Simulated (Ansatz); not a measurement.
**B3H3 (charge −1, quartet): density, localisation and related maps**

The calculation's input:

```
crystal:
  periodic: [false, false, false]
  atoms:
    - {symbol: B, position_ang: [-0.149410, -0.848714, 0.658247]}
    - {symbol: B, position_ang: [0.185268, -0.236706, -0.805711]}
    - {symbol: B, position_ang: [-0.034895, 1.079149, 0.119013]}
    - {symbol: H, position_ang: [-1.175794, -1.189296, 1.195899]}
    - {symbol: H, position_ang: [0.446959, -0.562554, -1.932316]}
    - {symbol: H, position_ang: [0.727873, 1.758121, 0.764857]}
basis:
  gaussian: {orbitals: def2-TZVPD, initial_orbitals: start.molden}
total_charge: -1
magnetization: {spin_polarized: true, initial_magnetization: 3}
hamiltonian: {xc: pbe0, dispersion: d4}
scf: {omitted_lower_state_checks: [starts]}
output: {orbitals: {seedname: orbitals}}
```

Run with:

```sh
ansatz run in.yaml --threads 4 --pin off --events-out ev --progress --plain --max-ram 3916MiB
```

Geometry: r2SCAN-D4/def2-TZVPD; the highest occupied orbital lies above zero, a sign that basis and functional describe the outermost electron poorly.

Method: Ansatz 0.2.0, UKS PBE0-D4/def2-TZVPD.

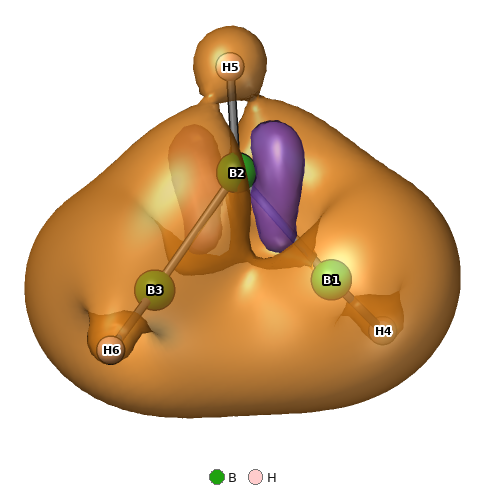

Figure 1. Isosurfaces of the spin density at +0.03 (orange) and −0.03 e/Å³ (purple), seen at a tilt.

> Describe the spin distribution.

The unpaired spin (3 electrons) lies mostly on B1 (about 1.1), B3 (about 1.1), B2 (about 0.5), H4 (about 0.1) and H6 (about 0.1), in electrons by Hirshfeld's partition.

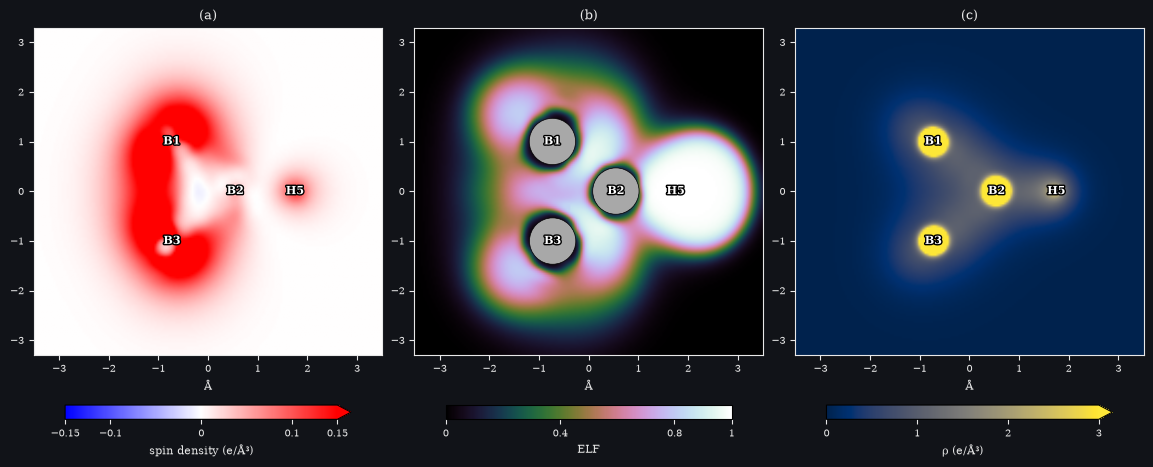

Figure 2. (a) spin density (α minus β); (b) ELF; (c) electron density on the plane of atoms B3, B2 and H5. Grey discs cover the atomic cores in the ELF map.

> What does the map show?

The plane passes through B and H nuclei. B–B (1.62 Å): ρ at the midpoint is about 1 e/Å³; the ELF peaks at about 0.90 between the atoms, as expected for a covalent bond. B–H (1.20 Å): ρ at the midpoint is about 1.2 e/Å³; the ELF climbs to about 1 towards the hydrogen, as it does in any bond to H: a covalent bond by its length.

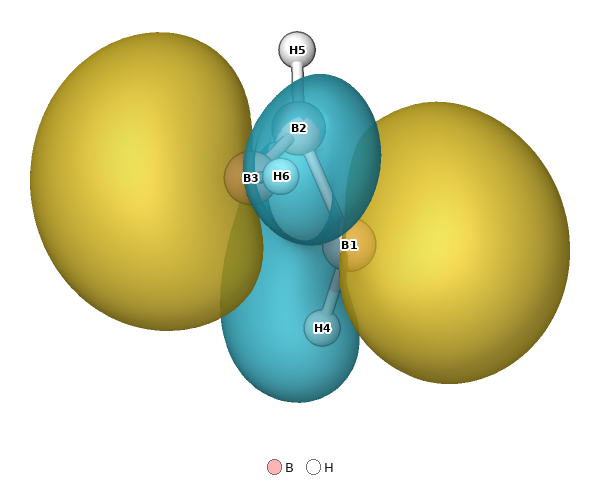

Figure 3. The HOMO (α) at ±0.05 Å⁻³ᐟ² (yellow and cyan are the two phases), seen at an oblique angle.

> Where does this orbital lie, and at what energy?

By Hirshfeld shares it lies mainly on B1 (about 40 %), B3 (about 40 %) and B2 (about 10 %). Its energy is 0.95 eV.

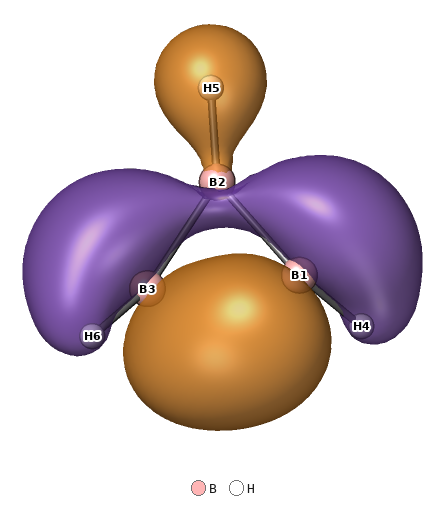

Figure 4. The HOMO−1 (α) at ±0.1 Å⁻³ᐟ² (orange and purple are the two phases), seen across its widest extent.

> Describe this orbital and give its energy.

By Hirshfeld shares it lies mainly on B1 (about 35 %), B3 (about 35 %) and B2 (about 15 %). Its energy is −0.45 eV.
